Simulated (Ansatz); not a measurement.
SiH₃F: geometry relaxation

The run: geometry relaxation of SiH₃F. Method and program: UKS B3LYP/def2-SVP (Ansatz 0.2.0).

The input holds or restrains some coordinates. It belongs to a series of runs on one base structure; here: pulled along the bonds that form and break, towards end A. Figures and captions count atoms from 1; the log counts them from 0 in places.

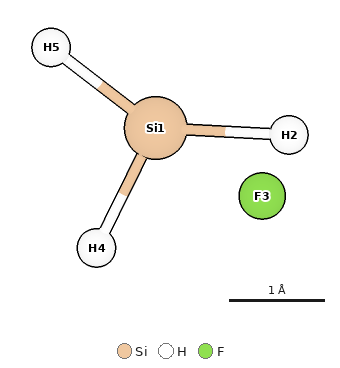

The input geometry (ball-and-stick view, seen at a tilt; atoms are numbered from 1 in the order of the input). Bond lengths as drawn: H–Si 1.46 to 1.56 Å.

Input file:
```yaml
crystal:
  periodic: [false, false, false]
  atoms:
    - { symbol: Si, position_ang: [-0.4454, 0.0197, 0.3434] }
    - { symbol: H, position_ang: [-0.0358, -1.0444, -0.7189] }
    - { symbol: F, position_ang: [1.0025, -0.5505, -1.1227] }
    - { symbol: H, position_ang: [0.4626, 0.2311, 1.4706] }
    - { symbol: H, position_ang: [-0.9839, 1.3441, 0.0278] }
magnetization:
  spin_polarized: true
basis:
  gaussian: { orbitals: def2-SVP }
hamiltonian:
  xc: b3lyp
relax:
  f_tol: 0.15
  max_steps: 25
  restrain:
    - { distance: [0, 1], at: 2.72, k: 30.0 }
    - { distance: [0, 2], at: 2.98, k: 30.0 }
    - { distance: [1, 2], at: 0.88, k: 30.0 }
```

Machine: 1 thread of Arm Neoverse V1, 24 GiB of memory available, shared host.

Launch command:
```bash
ansatz run input.yaml --threads 1 --pin off --max-ram 2048MiB --backend cpu --events-out ev --progress --plain --runs-dir out
```

Output:
```
The last accepted step is kept in [file] (removed where the run ends without a failure and the disk answers)
Engine: ansatz 0.2.0, aarch64-unknown-linux-gnu
Functional definition: B3LYP
  parameter a0 = 0.2
  parameter ax = 0.72
  parameter ac = 0.81
  exchange = (1 - a0 - ax)*slater_x + ax*b88_x + a0*exact_x
  correlation = (1 - ac)*vwn_rpa_c + ac*lyp_c
481 factors; integrals over basis functions are off by at most 4.3e-4 eV
mean field evaluation 1: about -10634.4009 eV, gradient 2.4e1 eV
mean field evaluation 2: about -10616.1362 eV, gradient 7.4e1 eV
mean field evaluation 4: about -10636.6415 eV, gradient 1.3e0 eV
mean field evaluation 8: about -10636.6537 eV, gradient 1.7e-2 eV
mean field evaluation 16: about -10636.6537 eV, gradient 1.3e-4 eV
mean field -10636.65372565 eV, -390.8898146347 hartree, gradient 3.9e-5 eV, S^2 0.000000; 1 other end points of the search recorded, 0 dependent functions left out
the calculation of the forces begins
reference -10636.65390819 eV, -390.8898213430 hartree; 13, 13 occupied and 34, 34 virtual orbitals, 481 factors
relax step   1: F+E_penalty+E_count = -10636.65372565 eV  Δ(F+E_penalty+E_count) = +0.000e0 eV  max|allowed force component| = 8.270e-1 eV/Å  E_restraint = 32.59507955 eV  max|allowed force component, restraints' pulls added| = 4.072e1 eV/Å  Δτ_max = 0.0000 Å  (34 SCF iters, accepted)
  distance Si 0 - H 1 = 1.5584 Å
  distance Si 0 - F 2 = 2.1380 Å
  distance H 1 - F 2 = 1.2186 Å
these checks for a lower state are left out or cut short: starts, cluster_reference, orbital_swaps, neighbouring_geometries, increment
481 factors; integrals over basis functions are off by at most 3.7e-4 eV
mean field -10636.31997872 eV, -390.8775496613 hartree, gradient 3.7e-5 eV, S^2 0.000000; 0 other end points of the search recorded, 0 dependent functions left out
the calculation of the forces begins
reference -10636.32015928 eV, -390.8775562968 hartree; 13, 13 occupied and 34, 34 virtual orbitals, 481 factors
relax step   2: F+E_penalty+E_count = -10636.31997872 eV  Δ(F+E_penalty+E_count) = +3.337e-1 eV  max|allowed force component| = 3.424e0 eV/Å  E_restraint = 17.00517511 eV  max|allowed force component, restraints' pulls added| = 2.822e1 eV/Å  Δτ_max = 0.1950 Å  (32 SCF iters, accepted)
  distance Si 0 - H 1 = 1.8860 Å
  distance Si 0 - F 2 = 2.3862 Å
  distance H 1 - F 2 = 1.1725 Å
these checks for a lower state are left out or cut short: starts, cluster_reference, orbital_swaps, neighbouring_geometries, increment
481 factors; integrals over basis functions are off by at most 3.1e-4 eV
mean field evaluation 32: about -10636.3165 eV, gradient 1.5e-5 eV
mean field -10636.31647492 eV, -390.8774208991 hartree, gradient 1.4e-6 eV, S^2 0.000000; 0 other end points of the search recorded, 0 dependent functions left out
the calculation of the forces begins
reference -10636.31665681 eV, -390.8774275834 hartree; 13, 13 occupied and 34, 34 virtual orbitals, 481 factors
relax step   3: F+E_penalty+E_count = -10636.31647492 eV  Δ(F+E_penalty+E_count) = +3.504e-3 eV  max|allowed force component| = 4.001e0 eV/Å  E_restraint = 6.30568206 eV  max|allowed force component, restraints' pulls added| = 1.752e1 eV/Å  Δτ_max = 0.1949 Å  (45 SCF iters, accepted)
  distance Si 0 - H 1 = 2.2041 Å
  distance Si 0 - F 2 = 2.6288 Å
  distance H 1 - F 2 = 1.0558 Å
these checks for a lower state are left out or cut short: starts, cluster_reference, orbital_swaps, neighbouring_geometries, increment
481 factors; integrals over basis functions are off by at most 4.4e-4 eV
mean field evaluation 64: about -10636.6121 eV, gradient 5.0e-6 eV
mean field -10636.61210782 eV, -390.8882852076 hartree, gradient 2.0e-7 eV, S^2 0.058134; 1 other end points of the search recorded, 0 dependent functions left out
the calculation of the forces begins
reference -10636.61229221 eV, -390.8882919839 hartree; 13, 13 occupied and 34, 34 virtual orbitals, 481 factors
relax step   4: F+E_penalty+E_count = -10636.61210782 eV  Δ(F+E_penalty+E_count) = -2.956e-1 eV  max|allowed force component| = 2.475e0 eV/Å  E_restraint = 0.85809475 eV  max|allowed force component, restraints' pulls added| = 6.970e0 eV/Å  Δτ_max = 0.1948 Å  (114 SCF iters, accepted)
  distance Si 0 - H 1 = 2.5170 Å
  distance Si 0 - F 2 = 2.8553 Å
  distance H 1 - F 2 = 0.9010 Å
these checks for a lower state are left out or cut short: starts, cluster_reference, orbital_swaps, neighbouring_geometries, increment
481 factors; integrals over basis functions are off by at most 5.4e-4 eV
mean field -10636.79138351 eV, -390.8948734679 hartree, gradient 2.2e-7 eV, S^2 0.000000; 0 other end points of the search recorded, 0 dependent functions left out
the calculation of the forces begins
reference -10636.79157065 eV, -390.8948803449 hartree; 13, 13 occupied and 34, 34 virtual orbitals, 481 factors
relax step   5: F+E_penalty+E_count = -10636.79138351 eV  Δ(F+E_penalty+E_count) = -1.793e-1 eV  max|allowed force component| = 1.323e0 eV/Å  E_restraint = 0.05461041 eV  max|allowed force component, restraints' pulls added| = 1.338e0 eV/Å  Δτ_max = 0.0972 Å  (91 SCF iters, accepted)
  distance Si 0 - H 1 = 2.6777 Å
  distance Si 0 - F 2 = 2.9564 Å
  distance H 1 - F 2 = 0.9160 Å
these checks for a lower state are left out or cut short: starts, cluster_reference, orbital_swaps, neighbouring_geometries, increment
481 factors; integrals over basis functions are off by at most 6.0e-4 eV
mean field -10636.94378693 eV, -390.9004741903 hartree, gradient 7.7e-6 eV, S^2 0.000000; 0 other end points of the search recorded, 0 dependent functions left out
the calculation of the forces begins
reference -10636.94397750 eV, -390.9004811936 hartree; 13, 13 occupied and 34, 34 virtual orbitals, 481 factors
relax step   6: F+E_penalty+E_count = -10636.94378693 eV  Δ(F+E_penalty+E_count) = -1.524e-1 eV  max|allowed force component| = 7.790e-1 eV/Å  E_restraint = 0.04122266 eV  max|allowed force component, restraints' pulls added| = 8.333e-1 eV/Å  Δτ_max = 0.1500 Å  (38 SCF iters, accepted)
  distance Si 0 - H 1 = 2.6899 Å
  distance Si 0 - F 2 = 2.9567 Å
  distance H 1 - F 2 = 0.9160 Å
these checks for a lower state are left out or cut short: starts, cluster_reference, orbital_swaps, neighbouring_geometries, increment
481 factors; integrals over basis functions are off by at most 7.6e-4 eV
mean field evaluation 96: about -10636.9929 eV, gradient 2.5e-5 eV
mean field -10636.99294516 eV, -390.9022807220 hartree, gradient 2.5e-5 eV, S^2 0.000000; 0 other end points of the search recorded, 0 dependent functions left out
the calculation of the forces begins
reference -10636.99313796 eV, -390.9022878071 hartree; 13, 13 occupied and 34, 34 virtual orbitals, 481 factors
relax step   7: F+E_penalty+E_count = -10636.99294516 eV  Δ(F+E_penalty+E_count) = -4.916e-2 eV  max|allowed force component| = 7.066e-1 eV/Å  E_restraint = 0.02153821 eV  max|allowed force component, restraints' pulls added| = 1.179e-1 eV/Å  Δτ_max = 0.2000 Å  (39 SCF iters, accepted)
  distance Si 0 - H 1 = 2.7248 Å
  distance Si 0 - F 2 = 2.9675 Å
  distance H 1 - F 2 = 0.9154 Å
```

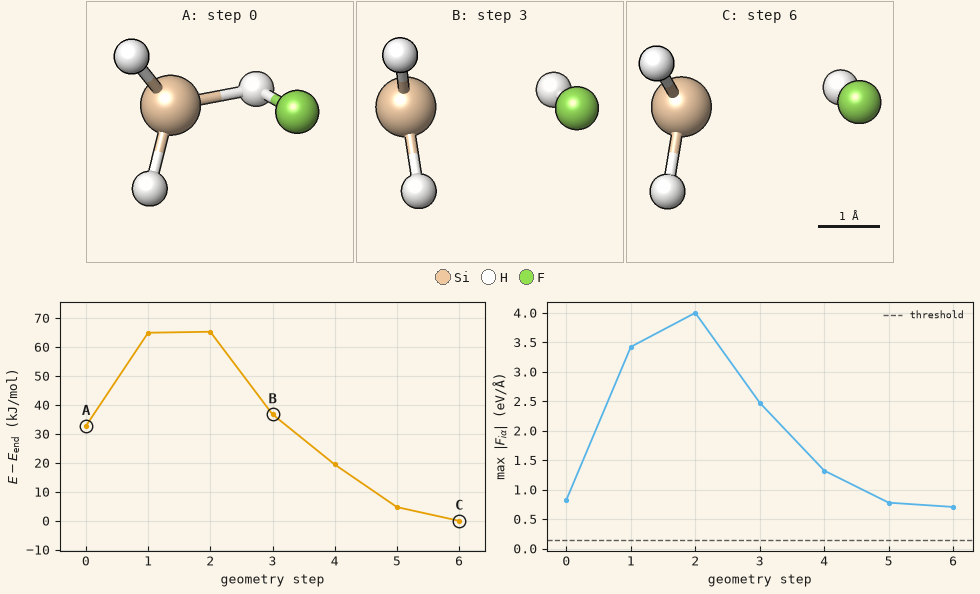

Frames of the restrained relaxation (ball-and-stick view, seen at a tilt) above the curves, on which the letters mark them (the first geometry is step 0 here and step 1 in the log).

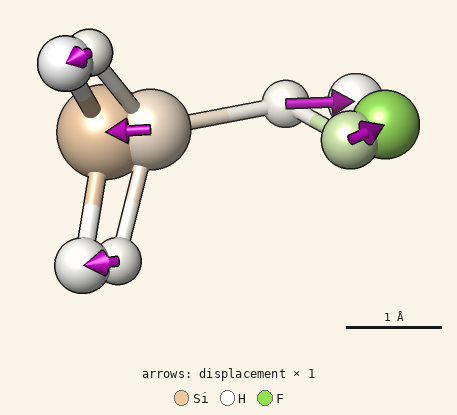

Start (faint) and end (solid) with the displacements as pink arrows, at true length (ball-and-stick view, seen at a tilt). The two geometries are laid on each other by the best rigid fit. The energy falls by 32.7 kJ/mol in 6 geometry steps. The largest force component goes from 0.83 to 0.71 eV/Å. The atom that moves furthest after the best rigid fit is H2 (0.74 Å). Largest moves by element: H 0.74 Å, Si 0.49 Å, F 0.44 Å. Among the contacts that change: Si1–H2 1.558 → 2.725 Å, H2–F3 1.219 → 0.915 Å, Si1–H4 1.463 → 1.533 Å. New bonds form: H2–F3 (1.22 → 0.92 Å). Bonds break: Si1–H2 (1.56 → 2.72 Å). Among the angles that change: H4–Si1–H5 105.3° → 94.7°. (Atoms are counted from 1 in the order of the input.)

```
481 factors; integrals over basis functions are off by at most 7.6e-4 eV
mean field -10636.99294516 eV, -390.9022807220 hartree, gradient 2.5e-5 eV, S^2 0.000000; 2 other end points of the search recorded, 0 dependent functions left out
the calculation of the forces begins
reference -10636.99313796 eV, -390.9022878071 hartree; 13, 13 occupied and 34, 34 virtual orbitals, 481 factors
Total energy: -10636.99313796 eV, -390.9022878071 hartree
Atom 0 at    -0.738765     0.150464     0.716113 Å, force     0.158080    -0.115986    -0.173554 eV/Å
Atom 1 at     0.343411    -1.420415    -1.229601 Å, force    -0.700242    -0.626756     0.194572 eV/Å
Atom 2 at     1.025398    -0.850814    -1.449785 Å, force     0.536388     0.706639    -0.007649 eV/Å
Atom 3 at     0.349996     0.535565     1.723887 Å, force    -0.069672     0.063670    -0.079507 eV/Å
Atom 4 at    -0.980040     1.585201     0.239586 Å, force     0.075446    -0.027567     0.066139 eV/Å
Dipole moment:    -0.200270    -0.156746     0.072700 e Å
```

Trajectory as extended XYZ (Å, eV, eV/Å), 7 frames, from step=1 to step=7:
```
5
Properties=species:S:1:pos:R:3:forces:R:3 step=1 energy=-10636.65373
Si   -0.4454    0.0197    0.3434    0.3483  -0.5055  -0.3568
H    -0.0358   -1.0444   -0.7189    0.0026  -0.8270  -0.5226
F     1.0025   -0.5505   -1.1227   -0.5441   0.5235   0.5275
H     0.4626    0.2311    1.4706    0.3124   0.1604   0.5700
H    -0.9839    1.3441    0.0278   -0.1192   0.6486  -0.2181
5
Properties=species:S:1:pos:R:3:forces:R:3 step=2 energy=-10636.31998
Si   -0.5405    0.1134    0.4855   -0.1028  -3.4237  -1.5034
H     0.0361   -1.1167   -0.8227    1.9369   1.3791  -0.3688
F     1.0253   -0.5924   -1.1709   -2.5417  -0.8844   1.0614
H     0.4685    0.2354    1.4821    1.0127   0.7264   1.1937
H    -0.9894    1.3602    0.0262   -0.3051   2.2027  -0.3828
5
Properties=species:S:1:pos:R:3:forces:R:3 step=3 energy=-10636.31647
Si   -0.6502    0.1857    0.6295   -0.8485  -4.0005  -0.8130
H     0.1396   -1.1582   -0.9288    2.6002   1.4969  -0.7659
F     1.0228   -0.6556   -1.2156   -3.0406  -1.3730   1.1314
H     0.4792    0.2440    1.4927    1.3361   1.0352   1.0913
H    -0.9914    1.3840    0.0224   -0.0472   2.8415  -0.6439
5
Properties=species:S:1:pos:R:3:forces:R:3 step=4 energy=-10636.61211
Si   -0.7769    0.2207    0.7733   -0.9068  -2.4745  -0.0662
H     0.2593   -1.1864   -1.0382   -1.6208  -1.2930   0.3150
F     1.0019   -0.7229   -1.2511    1.3337   1.1916  -0.1962
H     0.4991    0.2642    1.5025    0.7704   0.8889   0.3293
H    -0.9834    1.4244    0.0137    0.4236   1.6870  -0.3819
5
Properties=species:S:1:pos:R:3:forces:R:3 step=5 energy=-10636.79138
Si   -0.8439    0.2101    0.8332   -0.3574  -1.3230  -0.1817
H     0.2865   -1.2530   -1.1037   -0.6210  -0.7021  -0.0017
F     1.0158   -0.7233   -1.2669    0.3458   0.6080   0.1229
H     0.4993    0.3087    1.5052    0.2386   0.6348   0.0697
H    -0.9576    1.4575    0.0323    0.3940   0.7823  -0.0092
5
Properties=species:S:1:pos:R:3:forces:R:3 step=6 energy=-10636.94379
Si   -0.8127    0.1717    0.7606    0.0359  -0.7790  -0.3092
H     0.3268   -1.3451   -1.1463   -0.6557  -0.6824   0.1160
F     1.0174   -0.7814   -1.3569    0.4108   0.6862   0.0637
H     0.4346    0.4158    1.5879    0.0458   0.3413   0.0647
H    -0.9661    1.5390    0.1549    0.1632   0.4339   0.0648
5
Properties=species:S:1:pos:R:3:forces:R:3 step=7 energy=-10636.99294
Si   -0.7388    0.1505    0.7161    0.1581  -0.1160  -0.1736
H     0.3434   -1.4204   -1.2296   -0.7002  -0.6268   0.1946
F     1.0254   -0.8508   -1.4498    0.5364   0.7066  -0.0076
H     0.3500    0.5356    1.7239   -0.0697   0.0637  -0.0795
H    -0.9800    1.5852    0.2396    0.0754  -0.0276   0.0661
```

Key numbers:

```json
{"quantity": "outcome", "value": "converged under the restraints of the input"}
{"quantity": "total energy", "value": "−10636.9931 eV"}
{"quantity": "mean-field energy", "value": "−10636.9931 eV"}
{"quantity": "largest force (length of the vector) at the end, held atoms and coordinates included", "value": "0.960 eV/Å"}
{"quantity": "wall time", "value": "18 s"}
{"quantity": "peak memory", "value": "0.11 GiB"}
```
